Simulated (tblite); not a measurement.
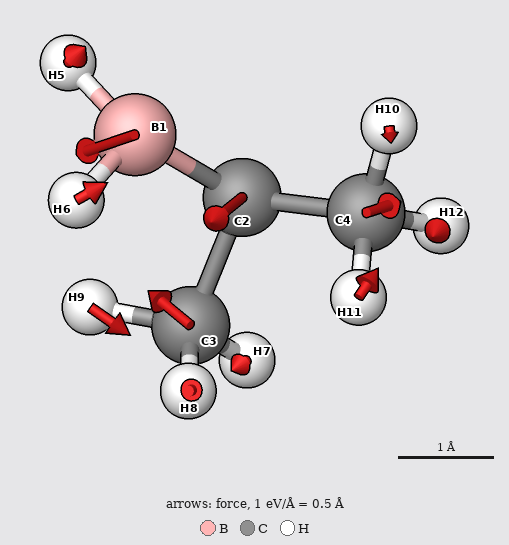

Starting geometry of C$_{3}$H$_{8}$B (multiplicity 2) with the computed forces as red arrows. A ball-and-stick model, seen at a tilt.

The calculation used GFN2-xTB geometry optimisation, gas phase (tblite). 

Q: What follows when this structure is relaxed?

A: It isn't relaxed: the largest force vector, on C2, is 2.94 eV/Å. The final displacements have little in common with the starting forces (cosine between the two patterns 0.25). H6 moves most after the best rigid fit: 1.40 Å. Largest moves by element: H 1.40 Å, C 0.54 Å, B 0.20 Å. Near-neighbour distances that change, for instance: B1–C2 1.589 → 1.513 Å, C3–H9 1.124 → 1.086 Å, C2–C3 1.512 → 1.489 Å, B1–H6 1.195 → 1.173 Å. Bond angles that change, for instance: B1–C2–C3 105.8° → 122.8°, B1–C2–C4 112.6° → 123.0°, H7–C3–H8 114.2° → 106.4°. The energy falls by 37.0 kcal/mol in 92 geometry steps.
